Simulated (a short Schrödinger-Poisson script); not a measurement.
System: MOS inversion layer, HfO2 on p-type Si(100), at 300 K.

```csv
layer,material,thickness (nm),Na (cm⁻³)
1,HfO2,5.4,-
2,Si,680,4e17
```

The device is made up for the run: typed textbook-type constants, with dimensions and the other settings drawn at random. HfO2: permittivity 22, conduction-band edge (eV) 1.55, gap (eV) 5.7, electron mass (mₑ) 0.2. Si: permittivity 11.7, conduction-band edge (eV) 0, gap (eV) 1.124, Nv at 300 K (cm⁻³) 3.1e19.

Channel valleys (confinement mass, in-plane density-of-states mass, number): Δ2 0.916, 0.19, 2; Δ4 0.19, 0.417, 4. At the gate the conduction-band edge of layer 1 lies 1.66 eV − eVg above the Fermi level of the channel; the field vanishes at the back. Gaps are held at their typed values at every temperature. Mesh 0.03 nm at interfaces.

From a short Schrödinger-Poisson script (our own, NumPy): 1D Poisson equation in equilibrium, electrons quantum, Hartree (BenDaniel-Duke, 12 states a valley, the channel's in-plane mass for all, wave functions ending at the dielectric), parabolic valleys, classical holes, full ionisation, no traps, pinning or gate leakage.

Only gate voltages with over 1e8 electrons/cm² are shown.

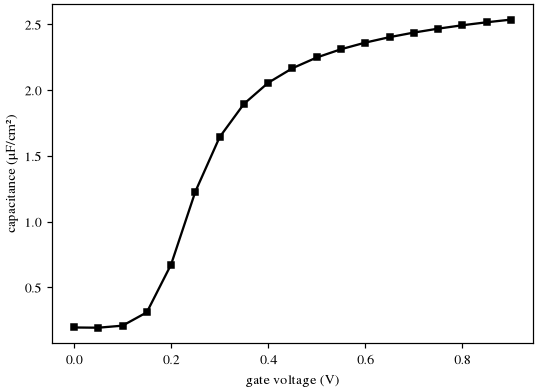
Fig. 1. Quasi-static capacitance against gate voltage

```
Vg (V)  electrons (cm⁻²)  C (μF/cm²)  Δ2 E0 (meV)  Δ2 E1 (meV)  Δ4 E0 (meV)  Δ4 E1 (meV)
------  ----------------  ----------  -----------  -----------  -----------  -----------
0                 1.45e8       0.195        278.7        336.5        332.0        426.7
0.05              8.35e8       0.193        233.0        292.0        287.4        384.3
0.1               4.79e9       0.209        187.4        247.6        242.9        341.8
0.15             2.65e10       0.310        142.7        204.1        199.3        300.2
0.2              1.23e11       0.674        102.3        165.2        160.4        263.2
0.25             3.86e11        1.23         71.6        136.6        131.8        236.5
0.3              8.18e11        1.64         50.5        118.3        113.5        219.9
0.35             1.36e12        1.90         35.5        106.2        101.6        209.5
0.4              1.97e12        2.06         23.8         97.6         93.1        202.5
0.45             2.63e12        2.17         14.3         91.1         86.8        197.5
0.5              3.31e12        2.25          6.1         85.9         81.7        193.6
0.55             4.02e12        2.31         -1.2         81.6         77.5        190.6
0.6              4.75e12        2.36         -7.8         77.9         73.9        188.1
0.65             5.49e12        2.40        -13.9         74.6         70.8        186.0
0.7              6.25e12        2.44        -19.7         71.7         68.0        184.1
0.75             7.01e12        2.47        -25.1         69.1         65.4        182.5
0.8              7.78e12        2.49        -30.4         66.6         63.1        181.1
0.85             8.56e12        2.52        -35.4         64.4         60.9        179.8
0.9              9.35e12        2.54        -40.3         62.2         58.8        178.6
```

Subbands count from the Fermi level.
